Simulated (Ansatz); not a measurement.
Base system: HfO₂ (space group P4_2/nmc, No. 137; a = 3.605 Å, c = 5.265 Å).

The change: 0.479 electrons added to each cell, a density of 7.0×10^21 cm⁻³, with a uniform compensating background at fixed cell and a 300 K Fermi–Dirac width.

Computed with PBE (Ansatz, a program for electronic structure, PAW, without spin-orbit coupling), earlier PAW set.

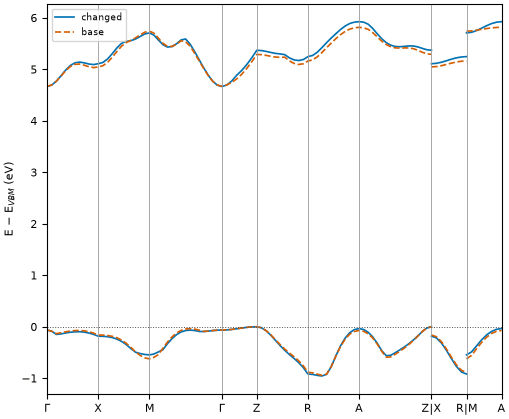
Figure: Highest valence and lowest conduction band along the path, each from its own valence-band maximum

The gap is 4.67 eV, indirect, Z → Γ; the base has 4.67 eV.

Carriers are added with a uniform compensating background; total energy and stress of such cells depend on the potential's zero and are not compared; many-body gap narrowing is missing at this level. With Hf present, leaving out spin-orbit coupling can change the band edges. Stability against distortions was not tested. This is not the structure that HfO2 has at room temperature and ambient pressure.
